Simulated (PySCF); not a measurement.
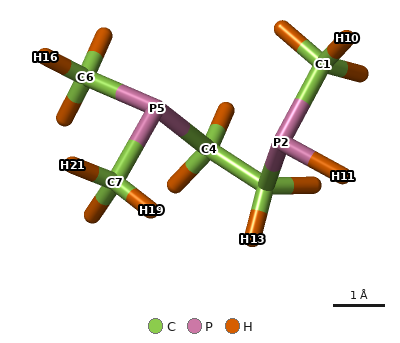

This is the input geometry for a relaxation of C5H14P2. The picture is a stick view, seen at a tilt.

The start comes from GFN2-xTB. Its atoms were then displaced at random by about 0.01 Å.

Theory: PBE0-D3(BJ)/def2-SVP geometry optimisation, gas phase in PySCF.

```xyz
21

C     2.6662    0.0330    0.9093
P     1.3913   -1.2849    0.7253
C     0.8122   -0.9664   -1.0189
C    -0.0171    0.2801   -0.9880
P    -0.7236    0.4471    0.7253
C    -1.8616    1.8917    0.4272
C    -1.9665   -0.8932    0.7173
H     3.2816    0.1434    0.0083
H     2.1252    1.0051    1.1043
H     3.2704   -0.1666    1.7766
H     2.3242   -2.2768    0.3777
H     1.6897   -0.8563   -1.6819
H     0.2292   -1.8287   -1.3371
H    -0.8730    0.2374   -1.7164
H     0.5384    1.1637   -1.1888
H    -2.4741    2.0568    1.3213
H    -1.2617    2.7953    0.2617
H    -2.5108    1.7196   -0.4260
H    -1.4703   -1.8587    0.7962
H    -2.5987   -0.8476   -0.1887
H    -2.6420   -0.7717    1.5731
```

**What does the optimiser find from here?**

The largest move after the best rigid fit is that of H10, 0.42 Å. By element the largest moves are H 0.42 Å, P 0.33 Å, C 0.22 Å. Near-neighbour distances that change, for instance: P2–P5 2.734 → 3.270 Å, C4–H15 1.063 → 1.104 Å, C3–C4 1.497 → 1.527 Å, C1–H9 1.129 → 1.101 Å. Among the angles between lasting bonds that change: C3–C4–P5 107.7° → 114.4°, P2–C3–C4 107.1° → 113.5°, C3–C4–H15 113.5° → 109.9°. The energy falls by 9.10 kcal/mol in 9 geometry steps.

The structure at the end:

```xyz
21

C     2.8718   -0.0042    0.8475
P     1.6910   -1.4241    0.7163
C     0.7986   -0.9809   -0.8673
C    -0.0048    0.3136   -0.7702
P    -0.9308    0.5272    0.8341
C    -2.0260    1.9293    0.3283
C    -2.1275   -0.8735    0.7061
H     3.3608    0.2503   -0.1054
H     2.3190    0.8730    1.2168
H     3.6438   -0.2451    1.5933
H     2.5930   -2.3579    0.1133
H     1.5069   -0.9200   -1.7098
H     0.1253   -1.8281   -1.0803
H    -0.7026    0.3916   -1.6232
H     0.6728    1.1821   -0.8393
H    -2.7557    2.1295    1.1274
H    -1.4191    2.8384    0.1983
H    -2.5704    1.7277   -0.6093
H    -1.5957   -1.8201    0.8841
H    -2.6301   -0.9157   -0.2747
H    -2.8915   -0.7709    1.4917
```

After the run, drawn alike:

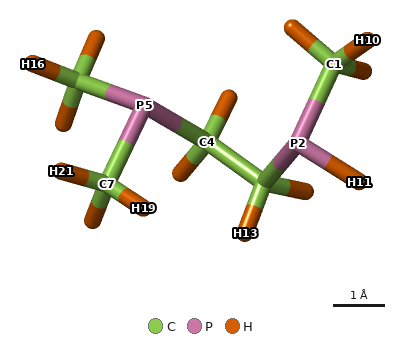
